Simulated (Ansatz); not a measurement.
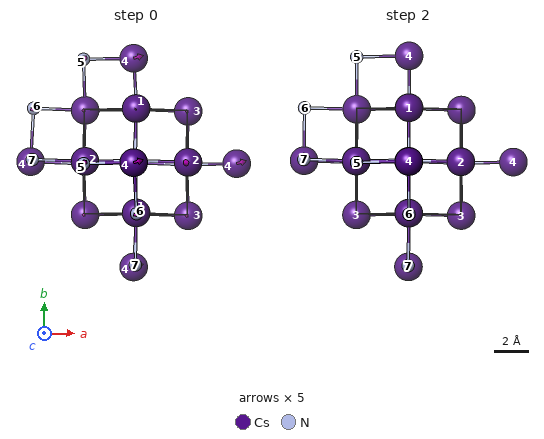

The structure of a crystal of Cs₄N₃ (a generated structure, set up in P1) (coarse preliminary run) before (left) and after (right) a relaxation, at one scale. The purple arrows give the displacements (the part carried along by the change of the cell is left out), 5 times their true length.

A ball-and-stick model of the cell of the calculation, seen along the c axis.

All numbers below come from DFT PBE, scalar-relativistic, plane waves, PAW (Ansatz). (plane-wave cutoff 420 eV; k-point mesh 4 × 4 × 4; occupations gaussian; smearing width 0.2 eV; collinear spin; cell and atoms relaxed; force threshold 0.025 eV/Å; at most 60 steps)

> Describe what moved and what it gained.

The run was cut off at its time limit before the program reported convergence, but its last step already meets the force threshold: the largest component is 0.0076 eV/Å against 0.025 eV/Å. The pressure is within 0.02 GPa of its target. The atom that moves furthest relative to the cell is Cs4 (0.14 Å along [3 1 −1]). By element the largest moves are Cs 0.14 Å, N 0.08 Å. The volume changes by +3.5 %, with a 6.148 → 6.243 Å (+1.5 %), b 6.227 → 6.295 Å (+1.1 %), c 6.250 → 6.304 Å (+0.9 %), α 89.3° → 89.4°, β 90.1° → 90.0°, γ 90.6° → 90.2°. Some distances before and after: Cs2–N5 2.950 → 3.130 Å, Cs4–N5 2.992 → 3.125 Å, Cs2–N5 (another image) 3.309 → 3.177 Å, Cs2–N7 3.007 → 3.117 Å. Bond angles that change, for instance: N6–Cs4–N6 171.4° → 177.1°, Cs4–N6–Cs4 171.4° → 177.1°, Cs2–N7–Cs4 92.6° → 88.3°. The space group stays P1 (No. 1). Over 2 geometry steps the energy falls by 49.1 meV per cell of the calculation. The largest force component goes from 0.22 to 0.0076 eV/Å. The pressure goes from 0.62 to 0.02 GPa. Cost: 6.3 min on 1 thread of Arm Neoverse V1, with other jobs on the host, peak memory 0.71 GiB.
